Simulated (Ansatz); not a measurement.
# FHOSi2: what the fields show

Input

```
crystal:
  periodic: [false, false, false]
  atoms:
    - {symbol: F, position_ang: [1.513121, -0.760598, -0.334894]}
    - {symbol: O, position_ang: [-0.568900, 0.661462, -0.884189]}
    - {symbol: Si, position_ang: [-0.088989, -0.796093, -0.022574]}
    - {symbol: Si, position_ang: [-0.390497, 1.832472, 0.271408]}
    - {symbol: H, position_ang: [-0.051085, 0.682826, 1.373540]}
basis:
  gaussian: {orbitals: def2-TZVPD}
hamiltonian: {xc: pbe0}
output: {forces: true, orbitals: {seedname: orbitals}}
```

Run with:

```sh
ansatz run input.yaml --threads 1 --pin off --max-ram 2610MiB --events-out events.jsonl --progress --plain --runs-dir runs
```

Geometry: B3LYP/6-31G*.

Level of theory: Ansatz 0.2.0, isolated molecule in a Gaussian basis; Kohn-Sham density functional theory, functional PBE0.

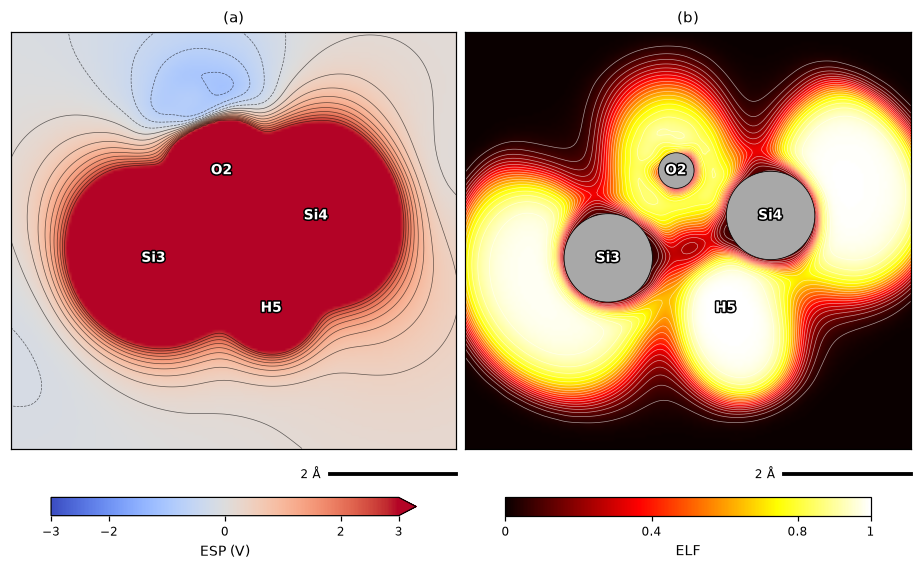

Figure 1. (a) electrostatic potential; (b) ELF on the plane of atoms O2, Si4 and H5. Grey discs cover the atomic cores in the ELF map.

Q: What does the map show?

A: The section cuts through O, Si and H sites. Si–O (1.65 Å): the ELF peaks at about 0.85 between the atoms; a polar covalent bond. Si–H (1.63 Å): the ELF climbs to about 1 towards the hydrogen, as it does in any bond to H. Si–O (1.76 Å): the ELF peaks at about 0.85 between the atoms, as expected for a shared but strongly polarised pair. The ELF also peaks beside Si3, Si4 and O2, away from the bonds: lone-pair regions. Outside the dense part of the molecule the potential is most negative (−1.1 V) near O2.

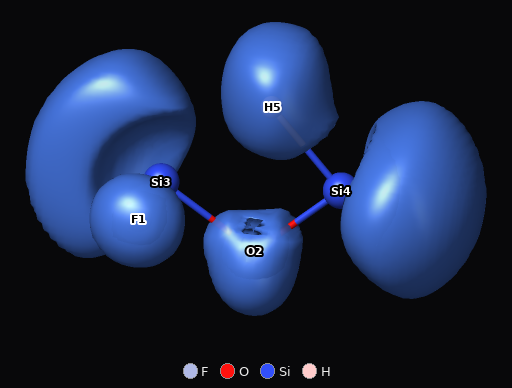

Figure 2. Isosurface of the ELF at 0.8 (blue), seen at a tilt. Only the valence region is drawn (cores and ρ < 0.01 e/Å³ removed).

Q: Describe the localisation domains.

A: At this value the surface marks out one region around a hydrogen nucleus, two lobes on Si, pointing away from the bonds (lone pairs), one region wrapped around F (its lone pairs, merged into a ring or cap) and one region wrapped around O (its lone pairs, merged into a ring or cap). Along the contacts the grid gives the following. Si–F (1.63 Å): the ELF peaks at about 0.85 in the valence shell of F, 0.6 Å from its nucleus, and is about 0.40 at the midpoint.

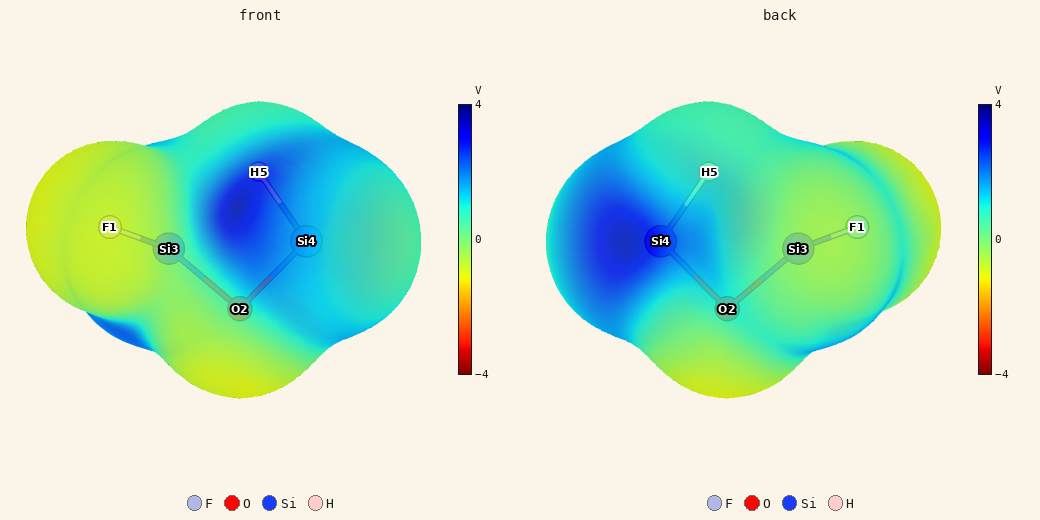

Figure 3. The molecular electrostatic potential painted on the density surface at 0.004 e/bohr³, seen from the front and from behind; the colour scale runs from red (negative) to blue (positive).

Q: Describe the electrostatic potential map.

A: The most negative region (about −1.1 V) lies over F1 and O2, the most positive (about +3.4 V) over Si4.

Q: How polar is the molecule by this calculation?

A: Its dipole moment is 2.01 D.
